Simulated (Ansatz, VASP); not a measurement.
## PtSe2 (1T-PtSe2 monolayer) in two plane-wave programs

Wanted: the spread between two codes on one cell, functional and k mesh. Valence electrons are named where the data sets of a main pair hold unlike numbers.

Program: Ansatz 0.2.0. Level of theory: plane waves, with VASP 6.6.1 beside it; band structure at PBE with D3(BJ), spin-orbit coupling. Results are calculated unless marked as measured.

**1. Set-up**

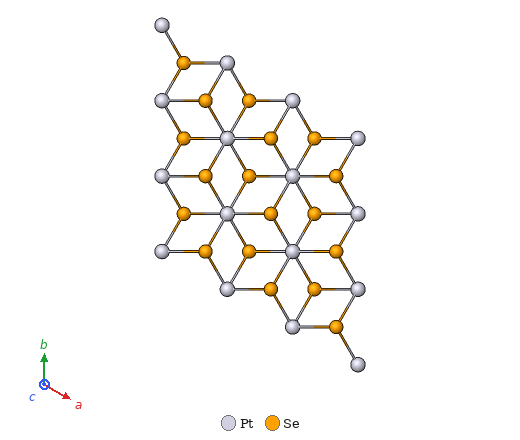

The cell as given, from above (platinum light grey, selenium orange). 3×3×1 cells are drawn. Some periodic images of atoms are drawn too.

The cell holds 3 atoms: 1 Pt and 2 Se. Cell: a = 3.703 Å, b = 3.703 Å, c = 22.000 Å, α = 90.0°, β = 90.0°, γ = 120.0°. Vacuum lies along c.

**2. VASP: band structure, PBE with D3(BJ), spin-orbit coupling**

The same path points are solved in both programs, so levels can be compared one by one.

Lines of VASP's logs that name or quote its potential files are left out, and so is its time.

Input file INCAR:

```
SYSTEM = PtSe2
PREC = Normal
ENCUT = 350
EDIFF = 1E-06
NELM = 120
ISMEAR = 0
SIGMA = 0.03
LREAL = .FALSE.
ALGO = Fast
GGA = PE
IVDW = 12
LNONCOLLINEAR = .TRUE.
MAGMOM = 0 0 0 0 0 0 0 0 0
NBANDS = 34
GGA_COMPAT = .FALSE.
LASPH = .TRUE.
LSORBIT = .TRUE.
LMAXMIX = 4
LWAVE = .FALSE.
LCHARG = .FALSE.
KPAR = 4
IDIPOL = 3
LDIPOL = .TRUE.
DIPOL = 0.5 0.5 0.5
```

Input file POSCAR:

```
PtSe2
1.0
    3.7028369166      0.0000000000      0.0000000000
   -1.8514184583      3.2067508358      0.0000000000
    0.0000000000      0.0000000000     22.0000000000
Pt Se
1 2
Direct
    0.0000000000      0.0000000000      0.5000000000
    0.3333333333      0.6666666667      0.4396979049
    0.6666666667      0.3333333333      0.5603020951
```

Input file KPOINTS:

```
Automatic mesh
0
Gamma
9 9 1
0 0 0
```

Input file KPOINTS_OPT:

```
Line mode
14
Line-mode
Reciprocal
  0.00000000   0.00000000   0.00000000 GAMMA
  0.50000000   0.00000000   0.00000000 M

  0.50000000   0.00000000   0.00000000 M
  0.33333333   0.33333333   0.00000000 K

  0.33333333   0.33333333   0.00000000 K
  0.00000000   0.00000000   0.00000000 GAMMA
```

PAW data sets: Pt and Se (PBE family, release 64).

On the command line:

```console
> mpirun -np 4 vasp_ncl
```

Numbers of over 12 decimals in the logs are rounded to 6 here.

The log of the run:

```text
[banner, memory and clock lines left out]
running    4 mpi-ranks, on    1 nodes
 distrk:  each k-point on    1 cores,    4 groups
 distr:  one band on    1 cores,    1 groups

 POSCAR found type information on POSCAR PtSe
 POSCAR found :  2 types and       3 ions
 LDA part: xc-table for (Slater+PW92), standard interpolation
 POSCAR, INCAR and KPOINTS ok, starting setup
 FFT: planning ... GRIDC
 FFT: planning ... GRID_SOFT
 FFT: planning ... GRID
 WAVECAR not read
 entering main loop
       N       E                     dE             d eps       ncg     rms          rms(c)
DAV:   1     0.149430969543E+03    0.14943E+03   -0.59487E+03   832   0.697E+02
DAV:   2     0.277817616329E+01   -0.14665E+03   -0.13728E+03  1172   0.161E+02
DAV:   3    -0.151761441303E+02   -0.17954E+02   -0.17703E+02  1030   0.648E+01
DAV:   4    -0.155672329449E+02   -0.39109E+00   -0.38977E+00  1004   0.107E+01
DAV:   5    -0.155749178637E+02   -0.76849E-02   -0.76810E-02  1024   0.145E+00    0.140E+01
RMM:   6    -0.148867027511E+02    0.68822E+00   -0.44731E+00   893   0.119E+01    0.789E+00
RMM:   7    -0.147185793561E+02    0.16812E+00   -0.60607E-01   833   0.493E+00    0.419E+00
RMM:   8    -0.146909444541E+02    0.27635E-01   -0.35965E-02   965   0.129E+00    0.138E+00
RMM:   9    -0.146835829415E+02    0.73615E-02   -0.22980E-02   998   0.964E-01    0.220E-01
RMM:  10    -0.146839399199E+02   -0.35698E-03   -0.37141E-03  1038   0.320E-01    0.132E-01
RMM:  11    -0.146839445118E+02   -0.45919E-05   -0.43659E-04  1014   0.140E-01    0.437E-02
RMM:  12    -0.146839491835E+02   -0.46716E-05   -0.13805E-04  1051   0.703E-02    0.204E-02
RMM:  13    -0.146839550271E+02   -0.58436E-05   -0.47871E-05  1074   0.387E-02    0.843E-03
RMM:  14    -0.146839824342E+02   -0.27407E-04   -0.23154E-05   996   0.237E-02    0.520E-03
RMM:  15    -0.146840028822E+02   -0.20448E-04   -0.53889E-06   992   0.122E-02    0.277E-03
RMM:  16    -0.146840382025E+02   -0.35320E-04   -0.34405E-06   881   0.787E-03    0.191E-03
RMM:  17    -0.146840718668E+02   -0.33664E-04   -0.41505E-06   891   0.647E-03    0.127E-03
RMM:  18    -0.146840894149E+02   -0.17548E-04   -0.11259E-06   817   0.398E-03    0.113E-03
RMM:  19    -0.146840984044E+02   -0.89895E-05   -0.42702E-07   762   0.259E-03    0.428E-04
RMM:  20    -0.146841014291E+02   -0.30246E-05   -0.11265E-07   570   0.142E-03    0.461E-04
RMM:  21    -0.146841039295E+02   -0.25004E-05   -0.85580E-08   526   0.116E-03    0.127E-04
RMM:  22    -0.146841046913E+02   -0.76176E-06   -0.44735E-08   466   0.985E-04
   1 F= -.15582307E+02 E0= -.15582307E+02  d E =-.358286E-17  mag=     0.0000    -0.0000    -0.0000
 Start KPOINTS_OPT (optional k-point list driver)
k-point batch [1-12\42]
       N       E                     dE             ncg
DAV:   1    -0.115358222390E+03   -0.24358E+04      824
DAV:   2    -0.180192770143E+04   -0.16866E+04     1146
DAV:   3    -0.203600836196E+04   -0.23408E+03     1026
DAV:   4    -0.204183901812E+04   -0.58307E+01     1012
DAV:   5    -0.204194803481E+04   -0.10902E+00     1046
DAV:   6    -0.204195185919E+04   -0.38244E-02     1140
DAV:   7    -0.204195194057E+04   -0.81376E-04     1124
DAV:   8    -0.204195194374E+04   -0.31769E-05      988
DAV:   9    -0.204195194393E+04   -0.18416E-06      740
[...]
k-point batch [37-42\42]
       N       E                     dE             ncg
DAV:   1     0.261153123642E+04   -0.40351E+03      424
DAV:   2     0.180748194370E+04   -0.80405E+03      554
DAV:   3     0.169176514214E+04   -0.11572E+03      522
DAV:   4     0.168898696481E+04   -0.27782E+01      520
DAV:   5     0.168892468416E+04   -0.62281E-01      550
DAV:   6     0.168892252358E+04   -0.21606E-02      600
DAV:   7     0.168892249239E+04   -0.31198E-04      572
DAV:   8     0.168892249070E+04   -0.16839E-05      530
DAV:   9     0.168892249062E+04   -0.78983E-07      396
```

OUTCAR, selected parts (step 2):

```text
ion  position               nearest neighbor table
   1  0.000  0.000  0.500-   2 2.52   3 2.52   2 2.52   3 2.52   3 2.52   2 2.52
   2  0.333  0.667  0.440-   1 2.52   1 2.52   1 2.52
   3  0.667  0.333  0.560-   1 2.52   1 2.52   1 2.52

  LATTYP: Found a hexagonal cell.
 ALAT       =     3.7028369166
 C/A-ratio  =     5.9413904786

 Subroutine GETGRP returns: Found 12 space group operations
 (whereof 12 operations were pure point group operations)

The static configuration has the point symmetry D_3d.

 Found     12 irreducible k-points:

   k-points           NKPTS =     12   k-points in BZ     NKDIM =     12   number of bands    NBANDS=     34

   dimension x,y,z NGX =    18 NGY =   18 NGZ =  108
   dimension x,y,z NGXF=    36 NGYF=   36 NGZF=  216

   ENCUT  =  350.0 eV  25.72 Ry    5.07 a.u.   5.65  5.65 33.56*2*pi/ulx,y,z

   NELECT =      22.0000    total number of electrons

 k-points in reciprocal lattice and weights: Automatic mesh
   0.00000000  0.00000000  0.00000000       0.012
   0.11111111  0.00000000  0.00000000       0.074
   0.22222222  0.00000000  0.00000000       0.074
   0.33333333  0.00000000  0.00000000       0.074
   0.44444444  0.00000000  0.00000000       0.074
   0.11111111  0.11111111  0.00000000       0.074
   0.22222222  0.11111111  0.00000000       0.148
   0.33333333  0.11111111  0.00000000       0.148
   0.44444444  0.11111111  0.00000000       0.074
   0.22222222  0.22222222  0.00000000       0.074
   0.33333333  0.22222222  0.00000000       0.148
   0.33333333  0.33333333  0.00000000       0.025

 dipolmoment           0.000000      0.000000     -0.000000 electrons x Angstroem

 average (electrostatic) potential at core
       1 -77.2797       2 -61.1555       3 -61.1555

 E-fermi :  -2.6855

 k-point     1 :       0.0000    0.0000    0.0000
  band No.  band energies     occupation
    ...
     18      -3.8576      1.00000
     19      -3.2160      1.00000
     20      -3.2160      1.00000
     21      -2.8544      1.00000
     22      -2.8544      1.00000
     23      -0.1271      0.00000
     24      -0.1271      0.00000
     25      -0.0877      0.00000
     26      -0.0877      0.00000
     27       1.4367      0.00000
    ...

 k-point     2 :       0.1111    0.0000    0.0000
  band No.  band energies     occupation
    ...
     18      -3.6497      1.00000
     19      -3.2248      1.00000
     20      -3.2248      1.00000
     21      -2.9214      1.00000
     22      -2.9214      1.00000
     23      -0.8956      0.00000
     24      -0.8956      0.00000
     25      -0.2919      0.00000
     26      -0.2919      0.00000
     27       1.8619      0.00000
    ...

 k-point     3 :       0.2222    0.0000    0.0000
  band No.  band energies     occupation
    ...
     18      -3.7152      1.00000
     19      -3.3386      1.00000
     20      -3.3386      1.00000
     21      -3.1023      1.00000
     22      -3.1023      1.00000
     23      -1.6959      0.00000
     24      -1.6959      0.00000
     25      -0.5093      0.00000
     26      -0.5093      0.00000
     27       2.5447      0.00000
    ...

 Edisp (eV)   -0.89820

  Total       0.06012     0.06012     0.00041    -0.00000     0.00000     0.00000
  in kB       0.36870     0.36870     0.00250    -0.00000     0.00000     0.00000
  external pressure =        0.25 kB  Pullay stress =        0.00 kB

  energy-cutoff  :      350.00
  volume of cell :      261.23
      direct lattice vectors                 reciprocal lattice vectors
     3.702836917  0.000000000  0.000000000     0.270063204  0.155921063  0.000000000
    -1.851418458  3.206750836  0.000000000     0.000000000  0.311842127  0.000000000
     0.000000000  0.000000000 22.000000000     0.000000000  0.000000000  0.045454545

 POSITION                                       TOTAL-FORCE (eV/Angst)
 -----------------------------------------------------------------------------------
      0.00000      0.00000     11.00000        -0.000000      0.000000      0.000000
     -0.00000      2.13783      9.67335        -0.000000     -0.000000     -0.034170
      1.85142      1.06892     12.32665         0.000000      0.000000      0.034170
 -----------------------------------------------------------------------------------
    total drift:                               -0.000000     -0.000000      0.000000

  FREE ENERGIE OF THE ION-ELECTRON SYSTEM (eV)
  ---------------------------------------------------
  free  energy   TOTEN  =       -15.5823068304 eV

  energy  without entropy=      -15.5823068304  energy(sigma->0) =      -15.58230683

 vacuum level on the upper side and lower side of the slab         2.498         2.498

 Spin-Orbit-Coupling matrix elements
 Ion:    1  E_soc:     -0.7393759
 Ion:    2  E_soc:     -0.0292441
 Ion:    3  E_soc:     -0.0292441

[... 3 further parts left out ...]
```

[end of part 1 of 2]

[Lines on the potential files, build, host, timing and source positions are cut from VASP's logs without a mark.]

[Logs are printed without paths, hosts, clocks, repeated set-up lines and the standing remarks that a program may print on its own settings, such as how far it seeks lower states.]

[Hosts, paths, dates, database ids (printed as entryN), source tags and the programs' standing remarks are cut or masked in the printed files.]
